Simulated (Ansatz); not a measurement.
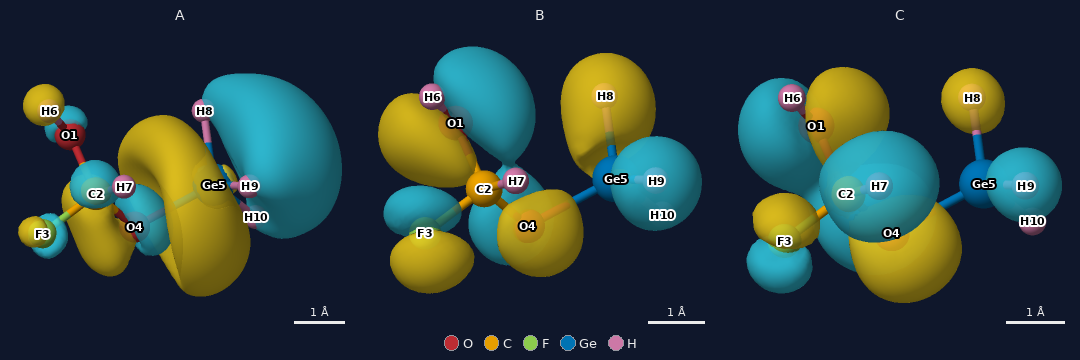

Figure. CH$_{5}$FGeO$_{2}$ (SMILES OC(F)[O][GeH3]). Three frontier orbitals at ±0.08 Å⁻³ᐟ² (yellow and cyan are the two phases), in no order.

Not at a stationary point (largest force 1.6 eV/Å).

Level of theory: Ansatz, SCF revpbe, Gaussian basis.

```yaml
atoms:
  - { symbol: O, position_ang: [-0.2830, -0.6846, 1.5644] }
  - { symbol: C, position_ang: [0.6013, -0.7790, 0.5169] }
  - { symbol: F, position_ang: [1.2766, -1.9510, 0.6883] }
  - { symbol: O, position_ang: [0.0173, -0.8366, -0.7254] }
  - { symbol: Ge, position_ang: [-0.6514, 0.7922, -1.1721] }
  - { symbol: H, position_ang: [0.1930, -0.5119, 2.3862] }
  - { symbol: H, position_ang: [1.3698, 0.0633, 0.5451] }
  - { symbol: H, position_ang: [-1.5884, 1.3315, -0.0697] }
  - { symbol: H, position_ang: [0.5486, 1.7917, -1.2448] }
  - { symbol: H, position_ang: [-1.4006, 0.7333, -2.4859] }
```

Q: Which picture is the HOMO−1, the HOMO and the LUMO?

A: B is the HOMO−1 (−7.21 eV). By Hirshfeld shares it lies mainly on O1 (about 45 %), O4 (about 15 %), F3 (about 10 %) and Ge5 (about 10 %); largely a combination of lone pairs on O1, O4 and F3. C is the HOMO (−6.77 eV). Its weight (Hirshfeld) is mainly on O4 (about 40 %), O1 (about 25 %), H7 (about 10 %) and C2 (about 10 %). A is the LUMO (−0.51 eV). Its weight (Hirshfeld) is mainly on Ge5 (about 55 %), O4 (about 15 %) and H10 (about 5 %).

Q: What is the HOMO–LUMO gap?

A: 6.26 eV between the orbital energies.
